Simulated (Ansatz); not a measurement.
We consider fcc Ni, described by BLYP (Ansatz, an electronic-structure program, plane waves, PAW).

Run with plane-wave cutoff 520 eV, 26×26×26 k mesh, Fermi–Dirac smearing 0.05 eV, spin-polarised with parallel moments, scalar-relativistic PAW data made under PBE.

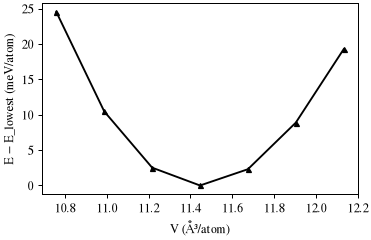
Figure. Total energy against volume

Q: From the curve, estimate the equilibrium volume and the bulk modulus.

A: V0 ≈ 11.4 Å³/atom and B0 ≈ 170 GPa; the fit gives V0 = 11.447 Å³/atom, B0 = 168 GPa, B′ = 4.9.

Measured, for comparison: bulk modulus 192 GPa (0 K value with the zero-point phonon effect removed, our sources range from 186 to 195; as tabulated in Mejia-Rodriguez and Trickey (2018), arXiv:1807.09216); equilibrium volume per atom 10.79 Å³/atom (static lattice: zero-point anharmonic expansion removed; as tabulated in Mejia-Rodriguez and Trickey (2018), arXiv:1807.09216). Computed (rounded) less measured: bulk modulus -12 % (-10 % to -14 % over the range), equilibrium volume per atom +6.1 %.

Computed values are for the static lattice.
